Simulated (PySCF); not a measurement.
# C3H2 (propadienylidene (H2CCC)): the cost of one run

Computed with PySCF 2.14.0, with density-fitted response routines of our own, on a single molecule in the gas phase. Atoms are numbered from 0 throughout.

## 1. The starting structure

5 atoms, charge 0, multiplicity 1; geometry from: GFN2-xTB. The atoms were then displaced at random by about 0.01 Å, so the start is not that level's minimum.

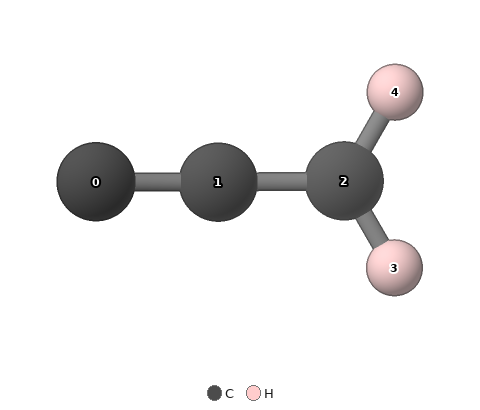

As it starts; carbon dark grey, hydrogen pink, atoms numbered.

## 2. Geometry optimisation at PBE0-D3(BJ)/def2-SVP

What the job is given:

```
{"job": {"xc": "PBE0", "basis": "def2-SVP", "d3": "d3bj", "grid": 1, "shake": 0.01, "kind": "geom"}, "charge": 0, "multiplicity": 1}
C      1.945170    -0.130160    -0.668070
C      0.717710    -0.045300    -0.261460
C     -0.544260     0.027050     0.170400
H     -1.068440     0.943310     0.099540
H     -1.016610    -0.828870     0.621700
```

Started as:

```console
OMP_NUM_THREADS=1 python probes_run.py task.json out
```

One launch serves the whole session: the jobs run in the order shown.

**Question.** How long does this first job take on 1 thread of Arm Neoverse V1, shared host, and how much memory does it need?

About 4.5 s, with a peak of 0.26 GiB.
